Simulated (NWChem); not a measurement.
# BH2Cl (SMILES [H]B([H])Cl): levels of theory compared

We compute a comparison of 5 runs (B3LYP/6-31G*, SVWN5/pcseg-1, BP86/def2-TZVP, MP2/def2-SVP) of BH2Cl. 

The calculation is run with NWChem 7.3.0.

## (1) The system as given

BH2Cl has 4 atoms, charge 0, and is taken as a singlet. As SMILES, `[H]B([H])Cl`. The coordinates come from a GFN2-xTB relaxation.

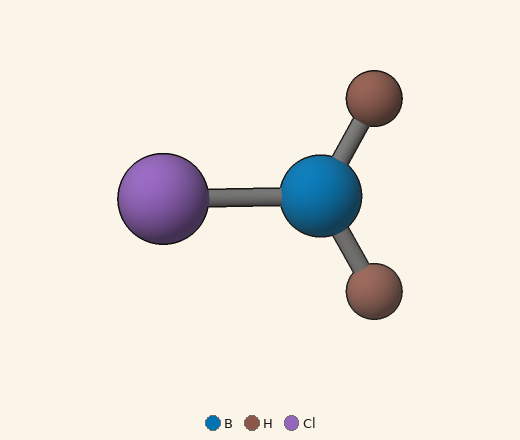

Viewed from a chosen angle; boron blue, hydrogen brown, chlorine purple.

## (2) Energy and gradient at B3LYP/6-31G(d) (spherical functions) (run 1)

bclh2.nw

```
start bclh2
title "BH2Cl"
memory stack 880 mb heap 220 mb global 1100 mb
charge 0

geometry units angstroms noautosym nocenter noautoz
  B      0.069310     0.114420    -0.000410
  H      1.240090     0.070720     0.015540
  H     -0.512130     1.131590    -0.018950
  Cl    -0.797280    -1.316740     0.003830
end

basis "ao basis" spherical bse
  * library 6-31G*
end

dft
  xc b3lyp
  grid xfine
  convergence energy 1e-08
  iterations 100
  mulliken
  noprint "final vectors analysis"
end

task dft gradient
```

Command:

```sh
$ nwchem bclh2.nw > bclh2.out
```

The log of the run:

```text
[...]
          Wavefunction type:  closed shell.
          No. of atoms     :     4
          No. of electrons :    24
[...]
          Charge           :     0
          Spin multiplicity:     1
[...]
          AO basis - number of functions:    36
[...]
              XC Information
              --------------
                         B3LYP Method XC Potential
                     Hartree-Fock (Exact) Exchange  0.200
                        Slater Exchange Functional  0.800 local
                    Becke 1988 Exchange Functional  0.720 non-local
              Lee-Yang-Parr Correlation Functional  0.810
                  VWN I RPA Correlation Functional  0.190 local
[...]
 d= 0,ls=0.0,diis     1   -486.2340007529 -5.25D+02  1.72D-02  1.99D-01     1.4
[...]
 d= 0,ls=0.0,diis     8   -486.2624490985 -2.49D-10  2.08D-07  3.40D-11     8.1
         Total DFT energy =     -486.262449098515
      One electron energy =     -746.695147723320
           Coulomb energy =      254.592327801364
    Exchange-Corr. energy =      -33.117677575550
 Nuclear repulsion energy =       38.958048398991
[...]
  wavefunction    = closed shell
                         DFT ENERGY GRADIENTS
    atom               coordinates                        gradient
                 x          y          z           x          y          z
   1 B       0.130977   0.216222  -0.000775   -0.016973  -0.028097   0.000063
   2 H       2.343430   0.133641   0.029366   -0.010331   0.000420  -0.000133
   3 H      -0.967785   2.138395  -0.035810    0.005140  -0.008929   0.000172
   4 Cl     -1.506641  -2.488278   0.007238    0.022163   0.036606  -0.000103
[...]
```

It took 11 s on 1 thread of Intel Xeon Platinum 8375C at 2.90GHz (Ice Lake), shared host; peak memory 0.12 GiB.

## (3) Energy and gradient at B3LYP/6-31G(d) (Cartesian functions) (run 2)

bclh2.nw

```
start bclh2
title "BClH2"
memory 2200 mb

geometry units angstroms noautosym nocenter noautoz
 B     0.069310    0.114420   -0.000410
 H     1.240090    0.070720    0.015540
 H    -0.512130    1.131590   -0.018950
 Cl   -0.797280   -1.316740    0.003830
end

basis cartesian
 * library 6-31G*
end

dft
 xc b3lyp
 grid xfine
 convergence energy 1e-08
 maxiter 100
 mulliken
end

task dft gradient
```

Command:

```sh
$ nwchem bclh2.nw > bclh2.out
```

The log of the run:

```text
[...]
          Wavefunction type:  closed shell.
          No. of atoms     :     4
          No. of electrons :    24
[...]
          Charge           :     0
          Spin multiplicity:     1
[...]
          AO basis - number of functions:    38
[...]
              XC Information
              --------------
                         B3LYP Method XC Potential
                     Hartree-Fock (Exact) Exchange  0.200
                        Slater Exchange Functional  0.800 local
                    Becke 1988 Exchange Functional  0.720 non-local
              Lee-Yang-Parr Correlation Functional  0.810
                  VWN I RPA Correlation Functional  0.190 local
[...]
 d= 0,ls=0.0,diis     1   -486.2361377426 -5.25D+02  1.73D-02  3.06D-01     0.9
[...]
 d= 0,ls=0.0,diis     8   -486.2662479901 -3.05D-10  3.18D-07  8.72D-11     8.0
         Total DFT energy =     -486.266247990127
      One electron energy =     -746.624223581606
           Coulomb energy =      254.490506807199
    Exchange-Corr. energy =      -33.090579614711
 Nuclear repulsion energy =       38.958048398991
[...]
  wavefunction    = closed shell
                         DFT ENERGY GRADIENTS
    atom               coordinates                        gradient
                 x          y          z           x          y          z
   1 B       0.130977   0.216222  -0.000775   -0.017166  -0.028416   0.000064
   2 H       2.343430   0.133641   0.029366   -0.010274   0.000419  -0.000132
   3 H      -0.967785   2.138395  -0.035810    0.005113  -0.008879   0.000171
   4 Cl     -1.506641  -2.488278   0.007238    0.022327   0.036877  -0.000103
[...]
```

It took 10 s on 1 thread of Intel Xeon Platinum 8375C at 2.90GHz (Ice Lake), shared host; peak memory 0.12 GiB.

## (4) Energy and gradient at SVWN5/pcseg-1 (run 3)

run.py

```python
from ase import Atoms
from ase.calculators.nwchem import NWChem

mol = Atoms(['B', 'H', 'H', 'Cl'], positions=[
    [0.069310, 0.114420, -0.000410],
    [1.240090, 0.070720, 0.015540],
    [-0.512130, 1.131590, -0.018950],
    [-0.797280, -1.316740, 0.003830],
])

calc = NWChem(
    label='test',
    theory='dft',
    memory='2200 mb',
    basis='pcseg-1',
    basispar='spherical bse',
    dft={'xc': 'slater vwn_5', 'mult': '1', 'grid': 'xfine', 'convergence': 'energy 1e-08', 'iterations': '100', 'mulliken': None},
)
mol.calc = calc

forces = mol.get_forces()
print(f"energy = {mol.get_potential_energy():.6f} eV")
print("forces (eV/A):")
for s, f in zip(mol.symbols, forces):
    print(f"{s:2s} {f[0]:10.5f} {f[1]:10.5f} {f[2]:10.5f}")
print("dipole (e A):", mol.get_dipole_moment().round(4))
```

Command:

```sh
$ export ASE_NWCHEM_COMMAND="nwchem PREFIX.nwi > PREFIX.nwo"
$ python run.py
```

The log of the run:

```text
energy = -13182.490792 eV
forces (eV/A):
B     0.47622    0.78989   -0.00154
H     0.96380   -0.08531    0.01327
H    -0.52132    0.81288   -0.01594
Cl   -0.91871   -1.51741    0.00422
dipole (e A): [ 0.0324  0.0534 -0.0002]
```

The calculator wrote test.nwi:

```
title "test"

permanent_dir test

scratch_dir test

start test

geometry units angstrom nocenter noautosym noautoz
  B  6.9309999999999997e-02 1.1441999999999999e-01 -4.0999999999999999e-04
  H  1.2400899999999999e+00 7.0720000000000005e-02 1.5540000000000000e-02
  H  -5.1212999999999997e-01 1.1315900000000001e+00 -1.8950000000000002e-02
  Cl -7.9727999999999999e-01 -1.3167400000000000e+00 3.8300000000000001e-03
end

memory 2200 mb

basis spherical bse noprint
   * library pcseg-1
end

dft
  xc slater vwn_5
  mult 1
  grid xfine
  convergence energy 1e-08
  iterations 100
  mulliken
end

task dft gradient
```

test.nwo:

```text
Northwest Computational Chemistry Package (NWChem) 7.3.0
             --------------------------------------------------------

           Job information
           ---------------

    nwchem branch   = 7.3.0
    use scalapack   = T
    input           = test.nwi
    prefix          = test.
    data base       = test/test.db
    status          = startup
    nproc           =        1

           Memory information
           ------------------

[... 5 lines left out ...]
    hardfail = no
[... 91 lines left out ...]
  convergence criterion.
[... 38 lines left out ...]
          Spatial weights used:  Erf1
[... 32 lines left out ...]
 1-e energy   =    -745.272039
[... 42 lines left out ...]
           Coulomb energy =      254.315807051146
[... 370 lines left out ...]
          Convergence on density requested:  1.00D-05
[... 24 lines left out ...]
          total energy or number of iterations.
[... 35 lines left out ...]
                 ----------------------------------------
                 |  Time  |  1-e(secs)   |  2-e(secs)   |
                 ----------------------------------------
                 |  CPU   |       0.00   |       0.65   |
                 ----------------------------------------
                 |  WALL  |       0.00   |       0.65   |
                 ----------------------------------------

 Task  times  cpu:        5.1s     wall:        5.1s
 Total times  cpu:        5.1s     wall:        5.1s
```

It took 6.3 s on 1 thread of Intel Xeon Platinum 8375C at 2.90GHz (Ice Lake), shared host; peak memory 0.12 GiB.

Run 4 isn't shown in full; the table further down has it.

## (5) Energy and gradient at MP2/def2-SVP (run 5)

bclh2.nw

```
start bclh2
title "BH2Cl"
memory stack 880 mb heap 220 mb global 1100 mb
charge 0
geometry noautosym nocenter noautoz
 B      0.069310     0.114420    -0.000410
 H      1.240090     0.070720     0.015540
 H     -0.512130     1.131590    -0.018950
 Cl    -0.797280    -1.316740     0.003830
end
basis "ao basis" spherical bse
 B library def2-SVP
 H library def2-SVP
 Cl library def2-SVP
end
scf
 singlet
 rhf
 thresh 1e-08
 maxiter 80
 print low
end
mp2
 freeze core 6
 tight
end
task mp2 gradient
```

Command:

```sh
$ nwchem bclh2.nw > bclh2.out
```

The log of the run:

```text
[...]
  functions       =    42
[...]
  wavefunction    = RHF
[...]
         Total SCF energy =   -485.201272408008
      One-electron energy =   -746.276339517431
      Two-electron energy =    222.117018710432
 Nuclear repulsion energy =     38.958048398991
        Time for solution =      1.8s
[...]
          Total MP2 energy          -485.423491908958
[...]
                         mp2 ENERGY GRADIENTS
    atom               coordinates                        gradient
                 x          y          z           x          y          z
   1 B       0.130977   0.216222  -0.000775   -0.011932  -0.019775   0.000038
   2 H       2.343430   0.133641   0.029366   -0.014679   0.000186  -0.000187
   3 H      -0.967785   2.138395  -0.035810    0.006947  -0.012889   0.000239
   4 Cl     -1.506641  -2.488278   0.007238    0.019664   0.032479  -0.000090
[...]
```

Wall time 6.6 s (1 thread of Intel Xeon Platinum 8375C at 2.90GHz (Ice Lake), shared host); peak memory 0.11 GiB.

## (6) All runs side by side

```
run                               level  Cartesian functions  integration grid  energy (Eh)  dipole moment (D)  largest force (eV/Å)  wall time
  1  B3LYP/6-31G* (spherical functions)                   no             xfine  -486.262449               0.41                 2.200       11 s
  2  B3LYP/6-31G* (Cartesian functions)                  yes             xfine  -486.266248               0.41                 2.217       10 s
  3                       SVWN5/pcseg-1                   no             xfine  -484.447605               0.30                 1.774      6.3 s
  4                      BP86/def2-TZVP                   no             xfine  -486.323709               0.16                 1.953       36 s
  5                        MP2/def2-SVP                   no                 –  -485.423492               0.11                 1.952      6.6 s
```

## (7) Results

```
                                                      quantity          value
                                           run 5: total energy  -485.42349 Eh
run 5: dipole moment (of the density that the program reports)         0.11 D
            run 5: correlation energy (6 core orbitals frozen)     -222.2 mEh
                               run 5: largest force on an atom     1.952 eV/Å
```

What this shows: The dipole moment (its size) runs from 0.11 D (MP2/def2-SVP) to 0.41 D (B3LYP/6-31G*). The two ends differ in method and basis. Over runs 2, 3, 4 the HOMO–LUMO gap runs from 4.31 eV (SVWN5/pcseg-1) to 6.63 eV (B3LYP/6-31G*). Totals of different functionals can't be ranked against each other. All runs together took 70 s, the longest 36 s.
